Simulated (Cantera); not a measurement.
Charge: 1 mol Si(CH₃)₄, 0.02 mol C₂H₄, 92 mol H₂, equilibrated at 15.0 mbar.

Method: chemical equilibrium by Gibbs-energy minimisation in Cantera with the NASA 1993 tables (ideal gas, pure condensed phases). Candidate condensed phases: C, C₆H₆, C₇H₈, C₈H₁₈, Si, SiC; 87 gas species. Gases not in the tables: Si₂H₆ and higher silanes. Kinetics and transport are ignored.

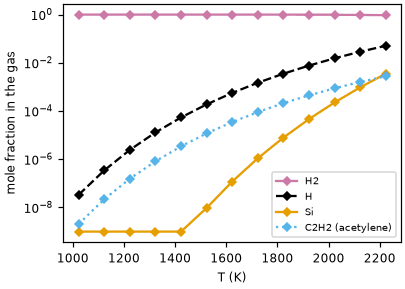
Fig. 1. Equilibrium gas composition (values under 1e-9 drawn at 1e-9)

From 1023 K to 2223 K the condensed part is C(graphite) + SiC(s).
